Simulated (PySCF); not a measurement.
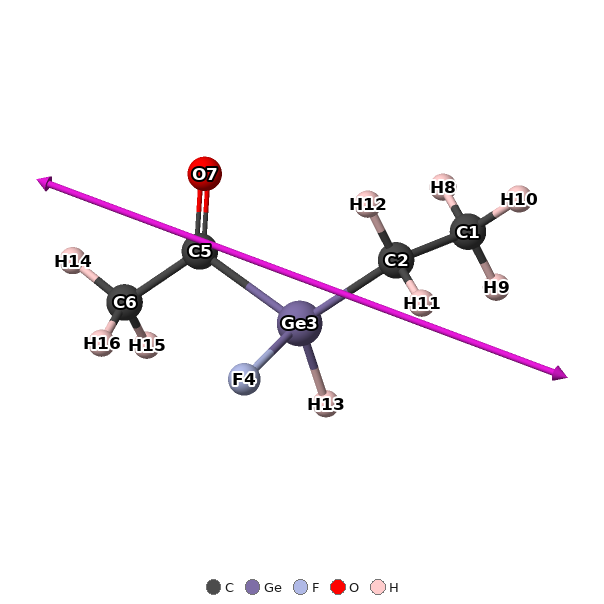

The double arrow shows the direction of the transition dipole to excited singlet state 4 (its length means nothing). The geometry was computed by an optimisation with GFN2-xTB. No frequency run is at hand to confirm it as a minimum. Level of theory: TDDFT CAM-B3LYP/def2-SVPD, vertical, gas phase, core orbitals frozen in the response (PySCF 2.14.0).

Question. Give its energy, strength and character.

Answer. 6.80 eV (182 nm), oscillator strength 0.056, mainly HOMO → LUMO+2 (weight 0.84); transition dipole 1.47 D.

The geometry is semi-empirical. Around Ge such bond lengths and angles can be off by a tenth of an ångström or more and by several degrees, and values that hang on the shape move with them.
